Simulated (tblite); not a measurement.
# C6H9BBrF: the cost of one run

Programs: tblite 0.8.0 and PySCF 2.14.0, with density-fitted response routines of our own. Each step states its level of theory. These are calculated values for one molecule in the gas phase, unless marked as measured. Atoms count from 0, in the outputs and in this text.

### Step 1. Starting geometry

18 atoms, charge 0, multiplicity 1; geometry from: force field or distance geometry start.

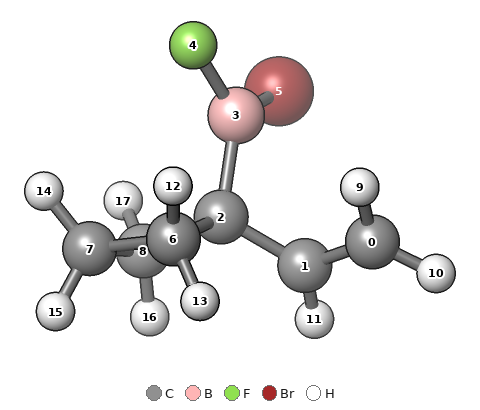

The starting geometry (carbon grey, boron pink, fluorine green, bromine red, hydrogen white), atoms numbered.

### Step 2. Geometry optimisation with GFN2-xTB

Job settings and geometry (Å):

```
{"job": {"kind": "relax", "xc": "GFN2-xTB", "basis": "xTB"}, "charge": 0, "multiplicity": 1}
C      2.377200     0.577300    -0.168700
C      1.204700     0.477200    -0.823300
C      0.005000     0.189700    -0.024000
B     -0.237100     1.356900     1.021400
F     -0.689200     1.080400     2.392100
Br    -0.533200     3.169400     0.198800
C     -0.031700    -1.210500     0.483400
C     -1.455400    -1.315900     0.032300
C     -1.268700    -0.076500    -0.784900
H      2.337000     0.451800     0.913400
H      3.309200     0.782200    -0.663200
H      1.201400     0.592000    -1.890600
H      0.132800    -1.325600     1.577200
H      0.696400    -1.844600    -0.073700
H     -2.249800    -1.145800     0.791500
H     -1.611900    -2.253300    -0.547900
H     -1.183900    -0.237400    -1.873600
H     -2.011600     0.739200    -0.571800
```

Run with:

```bash
$ OMP_NUM_THREADS=1 python probes_run.py task.json out
```

The driver reads the jobs from task.json and runs them one after another.

**Question.** How long does this first job take on 1 thread of Arm Neoverse N1, shared host, and how much memory does it need?

About 1.8 s, with a peak of 0.18 GiB.
